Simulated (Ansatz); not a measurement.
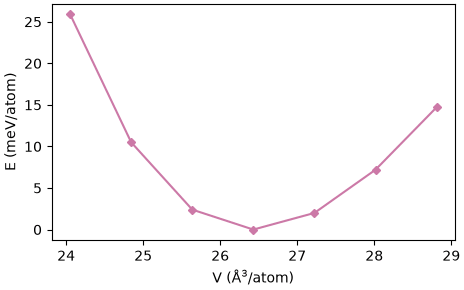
Figure: Sb$_{2}$Se$_{3}$ in space group Pnma (No. 62; Pearson symbol oP20) under volume change, plane-wave PAW PBE+D3(BJ) (Ansatz code), shape and atoms relaxed at each volume.

Question: What does a third-order Birch–Murnaghan fit give for V₀, B₀ and B′?

Answer: V₀ = 26.44 Å³/atom, B₀ = 28.8 GPa, B′ = 8.3.

The PBE+D3(BJ) relaxation kept the symmetry of its start. Spin–orbit coupling is left out wherever it is not named.

Potentials: the later of the program's two PAW sets.
